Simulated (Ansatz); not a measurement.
Species, as SMILES: [C](F)F (closed-shell singlet).
Atoms: F1, C2, F3. Bonds: F1-C2, C2-F3.

Basis-set convergence of the optimised F1-C2 bond length at B3LYP with Ansatz (a quantum-chemistry and plane-wave program). All functions are spherical. The program fits the integrals of some runs and decomposes those of others, by size. No added dispersion term, no relativity. Reference: the value in def2-QZVPPD, 1.3025 Å, itself unsure by roughly 0.0003 Å (its mean distance from pcseg-3, def2-QZVPP, cc-pVQZ). Deviations are taken from unrounded values.

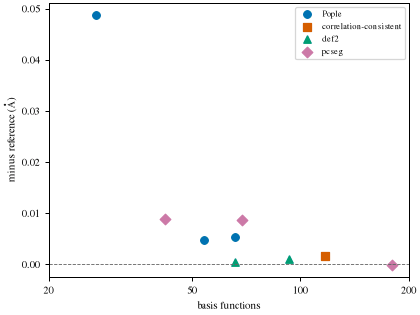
Fig. 1. Deviation from the reference against the number of basis functions, by family of sets.

```
basis            functions  optimised F1-C2 bond length (Å)  minus reference (Å)
---------------  ---------  -------------------------------  -------------------
3-21G                   27                           1.3512               0.0487
pcseg-1                 42                           1.3114               0.0089
6-311G**                54                           1.3073               0.0048
6-311+G**               66                           1.3078               0.0053
def2-SVPD               66                           1.3028               0.0004
aug-pcseg-1             69                           1.3112               0.0088
def2-TZVPP              93                           1.3036               0.0011
jun-cc-pV(T+d)Z        117                           1.3041               0.0016
pcseg-3                180                           1.3024              -0.0001
```
